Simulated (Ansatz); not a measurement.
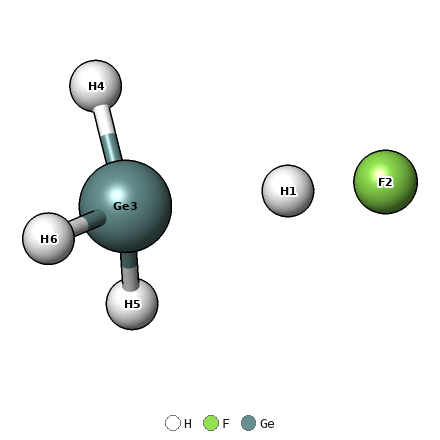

The system is the reacting system FGeH4 (fragments FH + GeH₃ where the first distance is long, GeH₄ + F where the second is long), spin multiplicity 2; the picture shows the reference structure. The first coordinate is: distance H1–Ge3 (bond that forms); the second: distance H1–F2 (bond that breaks). Relaxed at each point: all other coordinates. Grid: 13 × 13 points. Points are written as (first, second). Energies: eV, counted from a guessed transition structure relaxed with its forming and breaking bonds held. In part of the range the unrestricted reference is strongly spin-contaminated. Method: UHF/def2-SVP (Ansatz 0.2.0).

Its coordinates:

```xyz
6

H    -1.0400    0.7301    0.3972
F    -1.9761    1.3802    0.7465
Ge    0.5150   -0.3596   -0.1945
H     0.4277   -1.6608    0.5993
H     0.3231   -0.5605   -1.6957
H     1.7504    0.4706    0.1473
```

Range: distance H1–Ge3 (bond that forms) from 1.359 to 3.159 Å; distance H1–F2 (bond that breaks) from 0.819 to 2.619 Å.

What landscape does the calculation give?

The lowest grid point is at (3.159 Å, 0.900 Å), −1.44 eV from a guessed transition structure relaxed with its forming and breaking bonds held. It lies in a valley that leaves the map towards separated partners. The highest grid point, (1.359 Å, 0.819 Å), lies 4.40 eV above the lowest. On the interpolated surface the lowest path from the side where the first distance is long, (3.159 Å, 0.900 Å), to the side where the second distance is long, (1.551 Å, 2.619 Å), has its top at about (1.63 Å, 1.34 Å), about 1.7 eV above the start and 0.59 eV above the end.

```csv
"second ↓, first →",1.359,1.440,1.551,1.677,1.815,1.962,2.116,2.277,2.443,2.615,2.792,2.973,3.159
2.619,0.01,−0.26,−0.35,−0.20,0.15,0.62,1.15,1.67,2.03,2.27,2.42,2.51,2.56
2.433,0.02,−0.25,−0.34,−0.19,0.16,0.63,1.16,1.67,2.03,2.26,2.41,2.50,2.56
2.252,0.04,−0.23,−0.32,−0.16,0.18,0.65,1.18,1.67,2.02,2.25,2.40,2.49,2.54
2.075,0.08,−0.19,−0.28,−0.13,0.21,0.68,1.20,1.67,2.01,2.23,2.38,2.47,2.52
1.903,0.15,−0.12,−0.22,−0.07,0.27,0.72,1.22,1.65,1.97,2.19,2.33,2.42,2.47
1.737,0.26,−0.01,−0.12,0.02,0.34,0.77,1.22,1.61,1.90,2.10,2.23,2.32,2.37
1.576,0.44,0.15,0.03,0.14,0.42,0.79,1.16,1.48,1.73,1.91,2.03,2.11,2.16
1.422,0.69,0.36,0.19,0.23,0.43,0.69,0.95,1.18,1.36,1.50,1.60,1.66,1.71
1.275,0.97,0.57,0.30,0.21,0.24,0.34,0.44,0.54,0.63,0.69,0.74,0.78,0.80
1.137,1.23,0.71,0.27,−0.01,−0.17,−0.26,−0.29,−0.30,−0.30,−0.30,−0.29,−0.29,−0.28
1.011,1.52,0.86,0.23,−0.24,−0.56,−0.78,−0.92,−1.00,−1.06,−1.09,−1.10,−1.11,−1.11
0.900,2.09,1.29,0.49,−0.13,−0.58,−0.89,−1.10,−1.24,−1.33,−1.38,−1.41,−1.43,−1.44
0.819,2.96,2.06,1.15,0.44,−0.10,−0.47,−0.73,−0.89,−1.00,−1.07,−1.11,−1.13,−1.14
```

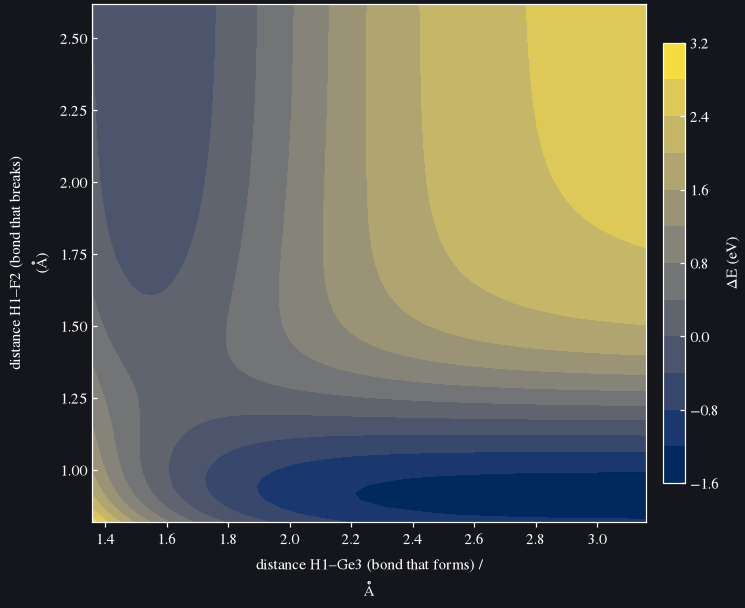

The picture shows filled contours. Between grid points the surface is interpolated.

Each point was launched as `ansatz run input.yaml --threads 1 --pin off --max-ram 2560MiB --backend cpu --events-out ev --progress --plain --runs-dir out`. The whole map (169 points run) took 58 min on 1 thread of Arm Neoverse N1 (shared host).
